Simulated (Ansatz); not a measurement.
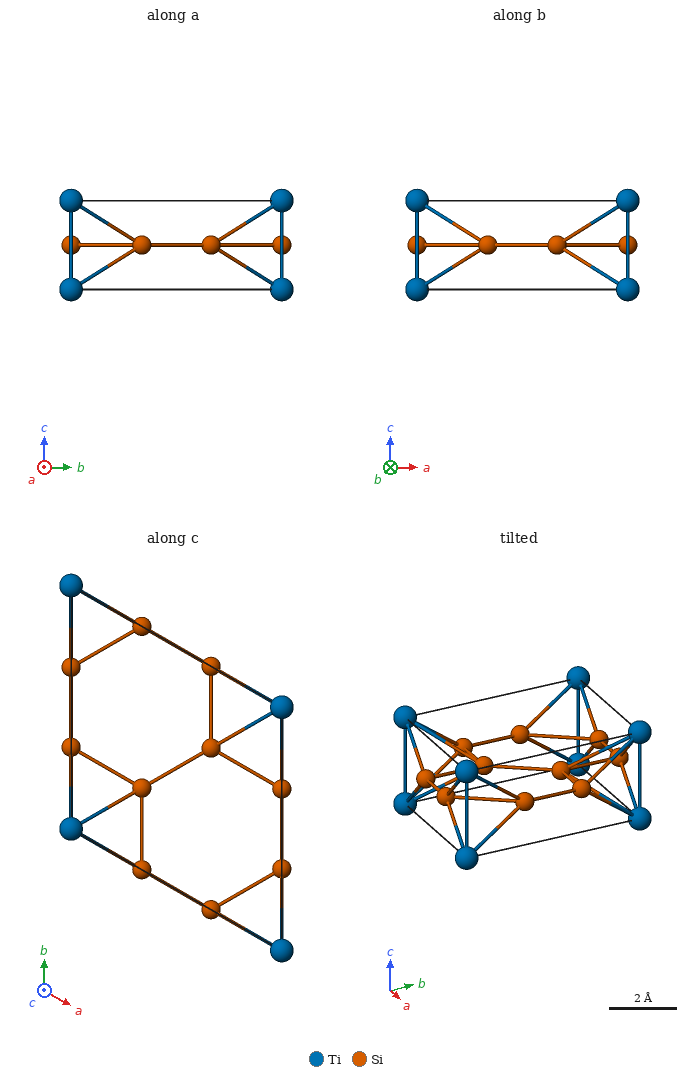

Drawn in the ball-and-stick manner and seen along the a axis, along the b axis, along the c axis and slightly off an axis. The conventional unit cell is outlined; an atom on or near a face, edge or corner is repeated at each equivalent position.

Lattice parameters: a = 7.273 Å, b = 7.273 Å, c = 2.657 Å, α = 90.00°, β = 90.00°, γ = 120.00°. Put a along x and b in the xy plane.

Record the structure as a POSCAR file, with free fractional coordinates to two decimals.

Answer.
```
Ti Si
1.0
     7.273    0.000    0.000
    -3.637    6.299    0.000
     0.000    0.000    2.657
Ti Si
1 6
Direct
  0.00 0.00 0.00
  0.00 0.34 0.50
  0.66 0.66 0.50
  0.34 0.00 0.50
  0.00 0.66 0.50
  0.34 0.34 0.50
  0.66 0.00 0.50
```

The initial geometry was a structure type filled with these elements by a generator (whether the compound takes this form wasn't checked). Earlier steps of the study, as a rule a relaxation of our own, may have changed the cell and positions, so they can lie some per cent off the listed ones. An electronic-structure calculation with Ansatz was run on it.
